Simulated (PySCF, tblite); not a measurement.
# C6H4BF2O radical: geometry, infrared bands and EPR parameters

Aim: predict the infrared bands and EPR parameters of C6H4BF2O radical (`[O]c1ccccc1B(F)F`).

The runs use tblite 0.8.0 and PySCF 2.14.0, with density-fitted response routines of our own; the level of theory stands in each step. All values are computed, except where a source is named. Atoms are numbered from 0 throughout.

## 1. The starting structure

14 atoms, charge 0, multiplicity 2; geometry from: force field or distance geometry start.

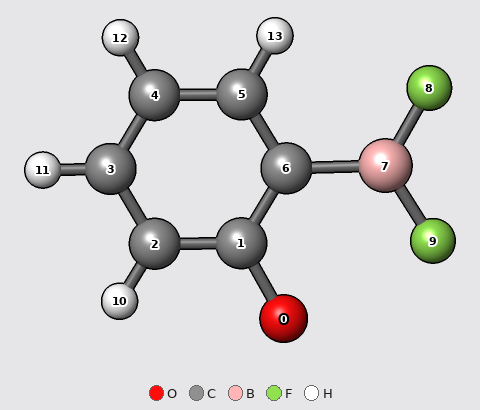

The starting geometry (oxygen red, carbon grey, boron pink, fluorine green, hydrogen white), atoms numbered; sticks join atoms by distance.

## 2. Relaxing the molecule with GFN2-xTB

What the job is given:

```
{"job": {"kind": "relax", "xc": "GFN2-xTB", "basis": "xTB"}, "charge": 0, "multiplicity": 2}
O      0.335800    -2.537100     0.028200
C     -0.105800    -1.205900     0.024000
C     -1.461800    -0.946100     0.141600
C     -1.933500     0.383100     0.137100
C     -1.027900     1.431600     0.056100
C      0.338200     1.175500    -0.058700
C      0.820600    -0.143100    -0.068400
B      2.378300    -0.399100    -0.179800
F      3.293100     0.707100    -0.282100
F      2.900800    -1.748500    -0.192300
H     -2.181500    -1.760300     0.212100
H     -2.996800     0.573900     0.228400
H     -1.391300     2.455700     0.064600
H      1.031100     2.012700    -0.132900
```

The run is started by

```bash
OMP_NUM_THREADS=1 python probes_run.py task.json out
```

This one command runs all jobs of the session in turn.

Log:

```text
step      E/eV     max force
  0    -806.18828    6.225
  1    -807.23078    2.400
  2    -807.37161    1.980
  3    -807.42625    1.158
  4    -807.45132    0.379
  5    -807.46159    0.184
  6    -807.46401    0.146
  7    -807.46566    0.078
  8    -807.46628    0.082
  9    -807.46739    0.070
 10    -807.46809    0.060
 11    -807.46854    0.056
 12    -807.46891    0.066
 13    -807.46951    0.082
 14    -807.47030    0.089
 15    -807.47103    0.073
 16    -807.47146    0.045
 17    -807.47173    0.046
 18    -807.47201    0.057
 19    -807.47229    0.045
 20    -807.47247    0.032
 21    -807.47255    0.022
 22    -807.47260    0.017
 23    -807.47264    0.015
 24    -807.47266    0.010
 25    -807.47267    0.007
```

It took 0.14 s on 1 thread of Arm Neoverse V2, shared host.

Step by step:

| step | energy from step 0 (eV) | largest force (eV/Å) |
| --- | --- | --- |
| 0 | 0.0000 | 6.2246 |
| 1 | -1.0425 | 2.3999 |
| 2 | -1.1833 | 1.9797 |
| 3 | -1.2380 | 1.1584 |
| 4 | -1.2630 | 0.3791 |
| 5 | -1.2733 | 0.1835 |
| 6 | -1.2757 | 0.1464 |
| 7 | -1.2774 | 0.0776 |
| 8 | -1.2780 | 0.0821 |
| 9 | -1.2791 | 0.0703 |
| 10 | -1.2798 | 0.0595 |
| 11 | -1.2803 | 0.0564 |
| 12 | -1.2806 | 0.0656 |
| 13 | -1.2812 | 0.0816 |
| 14 | -1.2820 | 0.0888 |
| 15 | -1.2828 | 0.0730 |
| 16 | -1.2832 | 0.0448 |
| 17 | -1.2835 | 0.0462 |
| 18 | -1.2837 | 0.0568 |
| 19 | -1.2840 | 0.0452 |
| 20 | -1.2842 | 0.0324 |
| 21 | -1.2843 | 0.0222 |
| 22 | -1.2843 | 0.0172 |
| 23 | -1.2844 | 0.0150 |
| 24 | -1.2844 | 0.0102 |
| 25 | -1.2844 | 0.0068 |

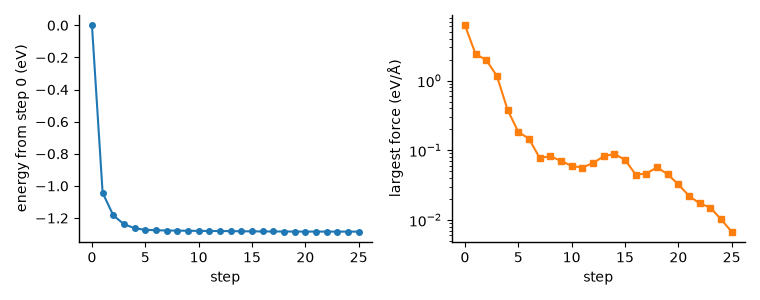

Energy and force, step by step.

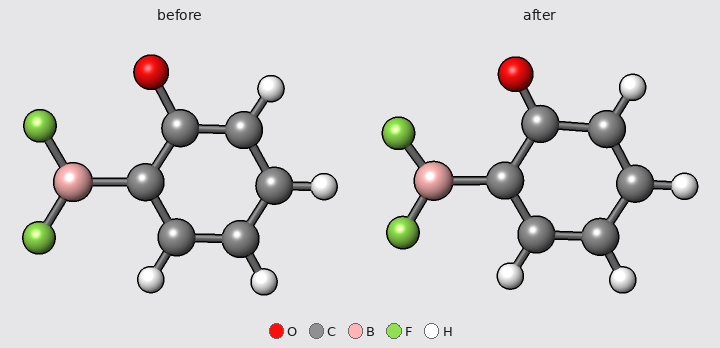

Before and after, at one scale.

Distances of close pairs at the start and the end, largest changes first:

| bond | before (Å) | after (Å) | change (Å) |
| --- | --- | --- | --- |
| O0–C1 | 1.403 | 1.231 | -0.171 |
| B7–F9 | 1.447 | 1.310 | -0.138 |
| B7–F8 | 1.439 | 1.325 | -0.114 |
| C1–C2 | 1.386 | 1.457 | +0.071 |
| C1–C6 | 1.413 | 1.469 | +0.056 |
| C2–C3 | 1.410 | 1.364 | -0.047 |
| C6–B7 | 1.583 | 1.560 | -0.023 |
| C5–C6 | 1.404 | 1.383 | -0.021 |

The next job starts from the end point, and lists it.

## 3. Infrared spectrum with GFN2-xTB

What the job is given:

```
{"job": {"kind": "ir", "xc": "GFN2-xTB", "basis": "xTB"}, "charge": 0, "multiplicity": 2}
O      0.267404    -2.451311     0.027327
C     -0.098118    -1.275614     0.033016
C     -1.509364    -0.930584     0.139458
C     -1.934636     0.365196     0.147172
C     -1.009098     1.410653     0.049212
C      0.352680     1.136717    -0.054644
C      0.846328    -0.155087    -0.066496
B      2.382392    -0.398039    -0.183727
F      3.211573     0.631767    -0.274758
F      2.978442    -1.563903    -0.203682
H     -2.200430    -1.757133     0.211638
H     -2.987601     0.593702     0.228277
H     -1.350924     2.434477     0.054066
H      1.050675     1.958687    -0.129022
```

Log:

```text
mode    cm-1     km/mol
  1      29.9      1.35
  2      80.4      0.24
  3     128.8      0.75
  4     171.7      5.66
  5     285.8      2.18
  6     333.0      6.58
  7     337.9      3.55
  8     421.9      0.05
  9     481.1     27.37
 10     517.2      1.69
 11     521.0     81.50
 12     554.6      0.48
 13     643.6      0.59
 14     665.7      2.50
 15     759.1     54.51
 16     818.1      3.85
 17     828.0      1.65
 18     914.0      2.91
 19     920.8      0.15
 20    1002.5     17.78
 21    1064.6      0.13
 22    1121.4     11.00
 23    1166.5      1.60
 24    1190.2     36.28
 25    1249.4    410.02
 26    1297.0    100.04
 27    1313.4    298.91
 28    1349.2     44.97
 29    1396.2     15.23
 30    1474.9     15.16
 31    1547.6    100.00
 32    1572.9    105.53
 33    3076.9      8.10
 34    3078.1      9.12
 35    3096.3     11.16
 36    3099.3      8.18
```

Wall time 0.38 s (1 thread of Arm Neoverse V2, shared host).

Which atoms move in the most intense modes:

| cm⁻¹ | km/mol | atoms |
| --- | --- | --- |
| 521 | 81.5 | B7 64 % |
| 759 | 54.5 | C1 35 %, H12 14 %, C2 12 % |
| 1249 | 410.0 | B7 54 %, F8 15 %, C6 11 %, H13 10 % |
| 1297 | 100.0 | B7 23 %, H13 20 %, C6 12 % |
| 1313 | 298.9 | B7 41 %, C6 21 %, F9 13 % |
| 1349 | 45.0 | H11 24 %, C2 16 %, C6 11 % |
| 1548 | 100.0 | C1 31 %, C2 17 %, C3 13 %, O0 13 % |
| 1573 | 105.5 | C1 30 %, O0 24 %, C3 18 %, C2 11 % |

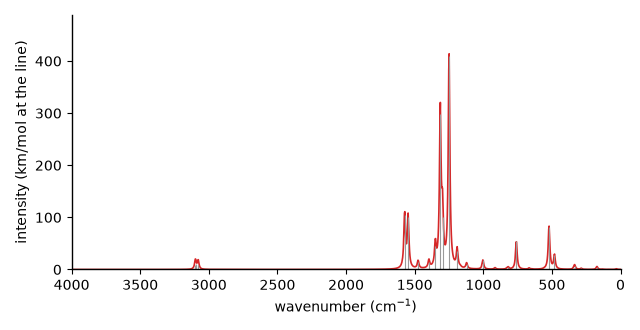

The infrared spectrum from these modes, unscaled. Lines are broadened to a width of 14 cm⁻¹ (Lorentzian).

## 4. g tensor and hyperfine couplings: B3LYP/pcH-1

The job, as its differences from that of step 3:

```diff
@@ -1,2 +1,2 @@
-{"job": {"kind": "ir", "xc": "GFN2-xTB", "basis": "xTB"}, "charge": 0, "multiplicity": 2}
+{"job": {"kind": "epr", "basis": "pcH-1"}, "charge": 0, "multiplicity": 2}
 O      0.267404    -2.451311     0.027327
```

Method: UKS B3LYP, pcH-1 on B C F H O, non-relativistic, mean-field spin-orbit, GIAO.

Log:

```text
UKS, coarse grid
  cycle   1  E = -530.72314104  |g| = 7.44e-01
  cycle   2  E = -528.31443599  |g| = 2.03e+00
  cycle   3  E = -530.73183640  |g| = 6.30e-01
  cycle   4  E = -530.91827561  |g| = 1.35e-01
  cycle   5  E = -530.92077625  |g| = 1.34e-01
  cycle   6  E = -530.93025320  |g| = 2.85e-02
  cycle   7  E = -530.93085955  |g| = 1.54e-02
  cycle   8  E = -530.93104299  |g| = 7.84e-03
  cycle   9  E = -530.93114456  |g| = 2.66e-03
  cycle  10  E = -530.93115035  |g| = 1.35e-03
  cycle  11  E = -530.93115188  |g| = 5.05e-04
UKS, final grid
  cycle   1  E = -530.93119483  |g| = 7.69e-04
  cycle   2  E = -530.93119417  |g| = 1.39e-03
  cycle   3  E = -530.93119516  |g| = 1.26e-04
  cycle   4  E = -530.93119516  |g| = 5.14e-05
  cycle   5  E = -530.93119517  |g| = 3.12e-05
  cycle   6  E = -530.93119517  |g| = 1.51e-05
E = -530.93119517 Eh   <S^2> = 0.7851 (exact 0.7500)
g shifts (ppm)      1          2          3
  rmc          -205       -205       -205
  gc            -12         38         42
  oz_so          -9       2502       9564
  total        -227       2334       9401
hyperfine (MHz)  atom isotope    a_iso     a_fc   dipolar eigenvalues
    0   17O     -25.35     -25.35   -120.16     59.99     60.17
    1   13C     -36.18     -36.18    -14.75      4.16     10.59
    2   13C      25.96      25.96    -25.76    -24.71     50.47
    3   13C     -28.00     -28.00    -20.74      9.31     11.42
    4   13C      34.70      34.70    -32.12    -30.17     62.29
    5   13C     -24.79     -24.79    -15.72      6.75      8.97
    6   13C      19.15      19.15    -21.82    -21.09     42.92
    7   11B     -10.58     -10.58     -2.12      0.35      1.78
    8   19F       2.30       2.30    -12.02     -9.78     21.80
    9   19F       0.13       0.13    -10.79     -8.53     19.31
   10    1H     -21.55     -21.55    -10.51     -2.12     12.63
   11    1H       8.43       8.43     -3.04     -1.18      4.22
   12    1H     -26.22     -26.22    -15.48     -0.75     16.23
   13    1H       6.42       6.42     -3.05     -0.65      3.71
```

Run time: 99 s. Hardware: 1 thread of Arm Neoverse V2, shared host; peak memory 0.97 GiB.

Principal g values 2.00209, 2.00465, 2.01172; g(iso) = 2.00616, against 2.00232 for a free electron.

Hyperfine couplings; where a row names several nuclei, a(iso) is their mean (it holds for fast rotation or exchange) and the dipolar term the largest among them:

| nuclei | isotope | a(iso) (MHz) | a(iso) (G, at g = 2.0023) | largest dipolar term (MHz) |
| --- | --- | --- | --- | --- |
| C1 | 13C | -36.2 | -12.9 | -14.7 |
| C4 | 13C | 34.7 | 12.4 | 62.3 |
| C3 | 13C | -28.0 | -10.0 | -20.7 |
| H12 | 1H | -26.2 | -9.4 | 16.2 |
| C2 | 13C | 26.0 | 9.3 | 50.5 |
| O0 | 17O | -25.4 | -9.0 | -120.2 |
| C5 | 13C | -24.8 | -8.8 | -15.7 |
| H10 | 1H | -21.6 | -7.7 | 12.6 |
| C6 | 13C | 19.1 | 6.8 | 42.9 |
| B7 | 11B | -10.6 | -3.8 | -2.1 |
| H11 | 1H | 8.4 | 3.0 | 4.2 |
| H13 | 1H | 6.4 | 2.3 | 3.7 |
| F8, F9 | 19F | 1.2 | 0.4 | 21.8 |

Mulliken spin populations:

O0 0.39; C1 -0.12; C2 0.34; C3 -0.18; C4 0.41; C5 -0.14; C6 0.31; B7 0.01; F8 0.00; F9 0.00; H10 -0.01; H11 0.01; H12 -0.02; H13 0.00

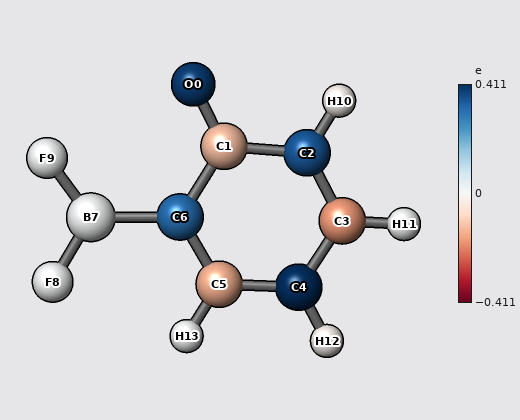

Mulliken spin populations, as colours on the atoms.

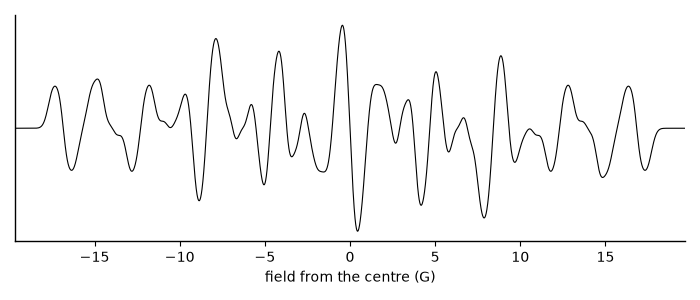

First-order isotropic spectrum (first derivative, main isotopes with spin only, couplings over 0.8 MHz, Gaussian width 0.3 G; couplings of the frozen geometry, rotation of groups not averaged beyond the rows shown).

The fields below are evaluated on a grid from the run's orbitals.

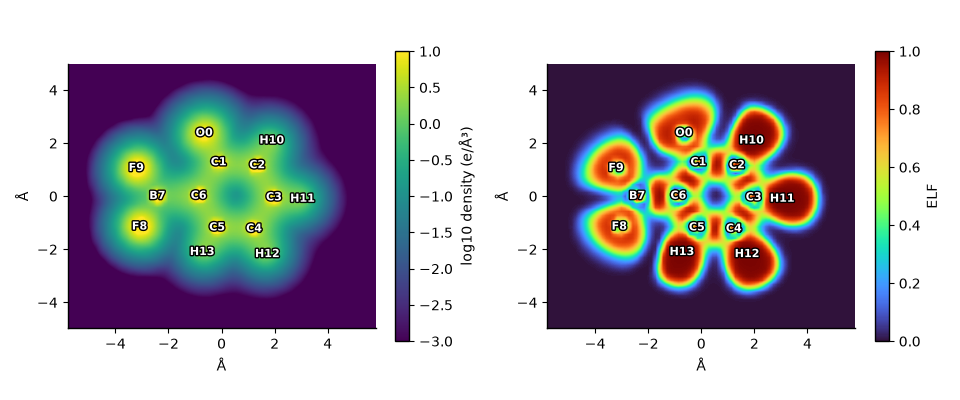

Density (left) and ELF (right) in a plane through or near 14 of the atoms.

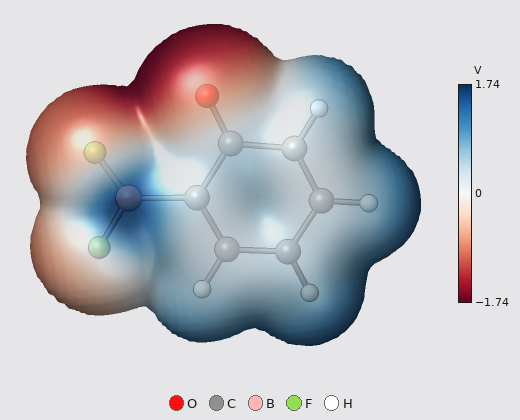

The potential that a unit positive charge feels on the 0.002 e/bohr³ surface, from -1.74 V near O0 to 1.55 V near B7.

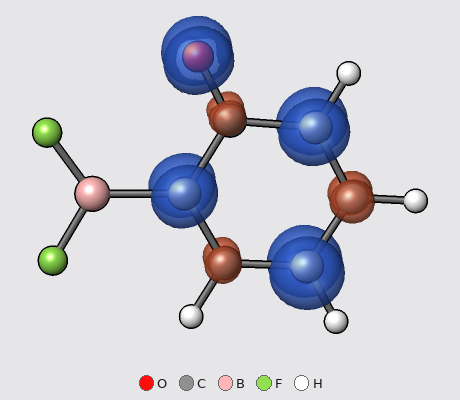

Spin density at ±0.05 e/Å³ (alpha excess blue, beta excess red).

## 5. Summary of results

| quantity | value |
| --- | --- |
| strongest single infrared mode (GFN2-xTB) | 1249 cm⁻¹, 410 km/mol |
| zero-point energy (GFN2-xTB) | 55.1 kcal/mol |
| g(iso) (B3LYP) | 2.00616 |
| ⟨S²⟩ | 0.785 (exact 0.75) |
| largest a(iso) (averaged by class) | 13C on C1, -36.2 MHz |
| potential on the surface of density 0.002 e/bohr³, 1st and 99th percentile | -1.74 V and 1.55 V |

**Reading.** The optimisation took 25 steps and gained 1.284 eV; among the close pairs (by a distance rule), O0–C1 changed most, from 1.403 to 1.231 Å. No mode is imaginary among the 36: a minimum at this level. The strongest single mode, at 1249 cm⁻¹, moves mainly B7. GFN2-xTB is a fitted tight-binding method: band positions and strengths are rough. Its intensities can rank the bands wrongly. The largest spin populations lie on C4 (0.41 e), O0 (0.39 e), C2 (0.34 e), C6 (0.31 e). The isotropic g lies 3.8 ppt above the free-electron value. The conformer search found further structures of the same energy, which may be mirror or relabelled copies of this one.
